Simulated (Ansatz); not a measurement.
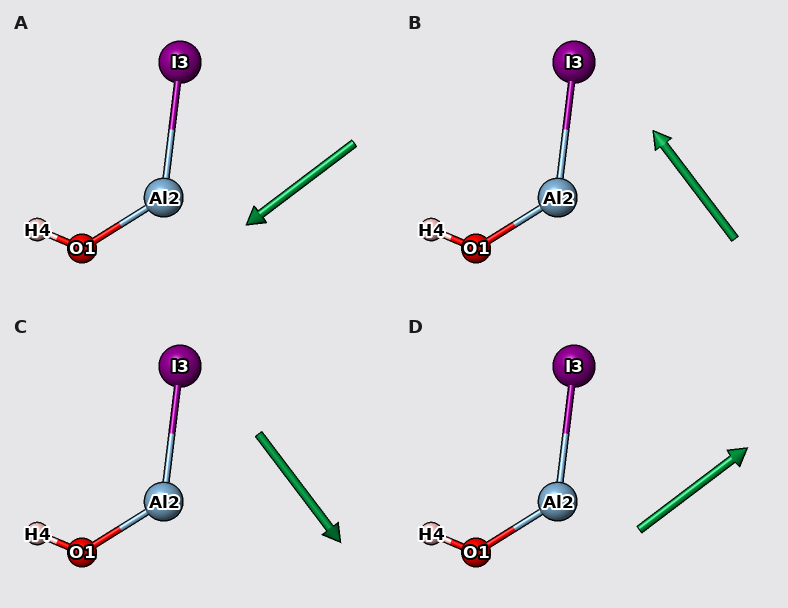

The same molecule four times, each with an arrow. Charge 0, doublet. Computed geometry: PBE-D4/def2-SVP optimisation. No frequency run is at hand to confirm it as a minimum. Properties computed with UKS PBE-D4/def2-SVP, core potentials on I (Ansatz 0.2.0).

Which arrow points along the dipole moment, from the negative to the positive end?

Answer. A. The dipole moment is 0.97 D; it points from the side of I3 to the side of H4 (the outermost atoms at the two ends).
